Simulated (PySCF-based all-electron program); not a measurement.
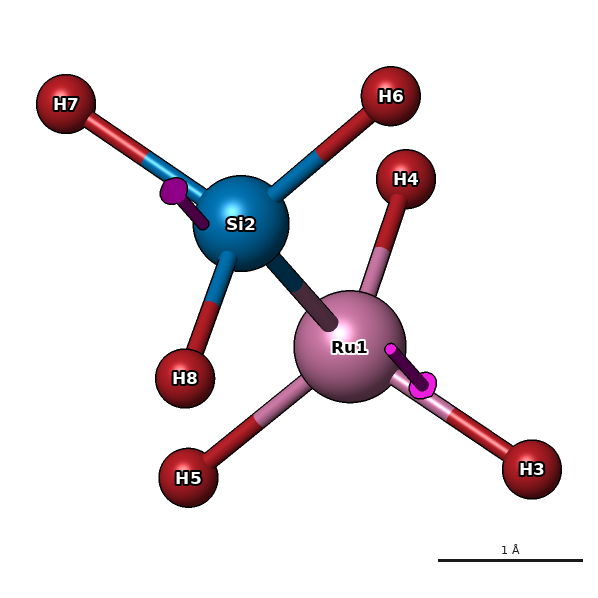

Arrows show the forces on the atoms, 0.2 Å of arrow for 1 eV/Å; forces under a tenth of the largest aren't drawn. The species is neutral and a spin singlet. Level of theory: r2SCAN, all-electron, scalar-relativistic (Koelling-Harmon), large uncontracted Gaussian sets (PySCF-based all-electron program).

> Along which bond is the force strongest?

Ru1–Si2, now 2.080 Å: the forces push its atoms apart, so a first step downhill lengthens it.

List the force components in the frame of the picture (x right, y up, z towards the viewer), in eV/Å.

```
atom     Fx     Fy     Fz
 Ru1   1.47  −1.67  −3.38
 Si2  −1.37   1.55   3.14
  H3  −0.10   0.08   0.05
  H4  −0.05  −0.03   0.13
  H5   0.03   0.09   0.11
  H6  −0.08  −0.06  −0.03
  H7   0.08  −0.05   0.04
  H8   0.02   0.09  −0.06
```
